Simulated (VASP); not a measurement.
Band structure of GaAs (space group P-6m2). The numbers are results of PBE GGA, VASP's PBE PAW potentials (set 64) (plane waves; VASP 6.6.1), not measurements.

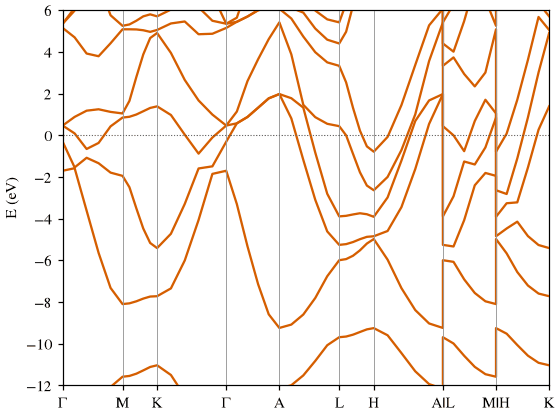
Figure. Bands along high-symmetry lines, zero at the valence-band maximum or, without a gap, the Fermi level

Problem. Read the plot: is there a gap, and where are the band edges?

Solution. It has no gap at this level: it comes out as a metal or semimetal.

The structure was generated: GaAs was put into an ordered model structure, which need not be its known phase. The cell was not relaxed at this level.
